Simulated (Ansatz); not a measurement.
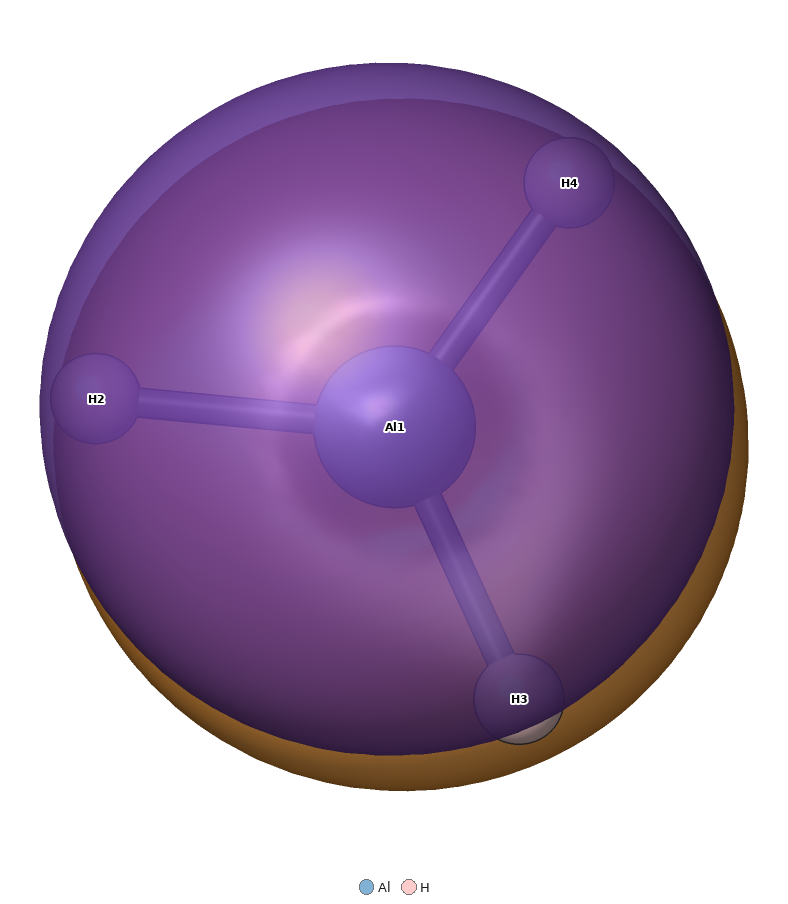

The picture shows: AlH3 (SMILES [AlH3]). The LUMO at ±0.08 Å⁻³ᐟ² (orange and purple are the two phases), seen at a tilt.

Method: RKS BHLYP/def2-SVP in Ansatz.

Q: What is the character of this orbital?

A: It lies mainly on Al1 (about 85 %); it changes sign across the molecular plane (π type). Its energy is −0.95 eV.
